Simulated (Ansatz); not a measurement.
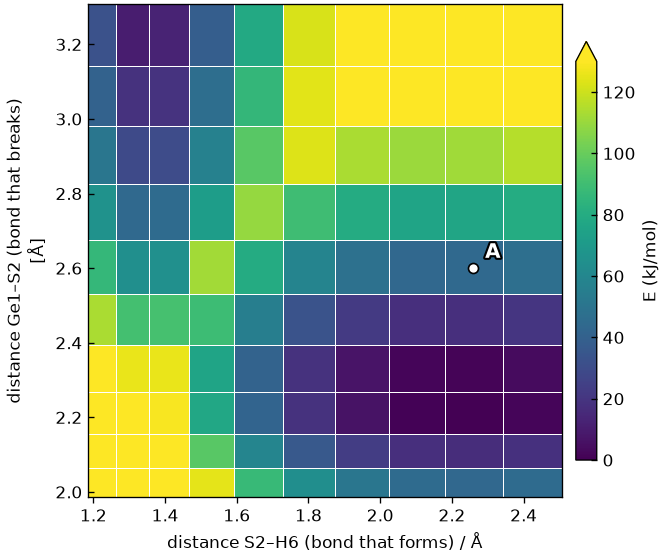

The reacting system FGeH₅S (fragments GeH₄S + FH where the first distance is long, FGeH₃ + H₂S where the second is long). The first coordinate is: distance S2–H6 (bond that forms); the second: distance Ge1–S2 (bond that breaks). Relaxed at each point: all other coordinates. The scan uses a 10 × 10 grid. Points are written as (first, second). All energies are given in kJ/mol relative to the lowest grid point. Energies and slopes of some neighbouring points disagree (a jump in structure or state, or too coarse a mesh). The reference is spin-restricted, so regions where a bond is pulled apart into radicals lie too high. Theory: RKS PBE0-D4/def2-SVP (Ansatz 0.2.0).

In the figure: one coloured cell a grid point, one colour for all values above the top of the scale, the point A.

Is A at rest? If not, where is it pushed?

Answer. A, at (2.260 Å, 2.601 Å), is not a stationary point. The computed force is 13 kJ/mol for each Å towards smaller values of the first coordinate and 210 kJ/mol for each Å towards smaller values of the second coordinate.
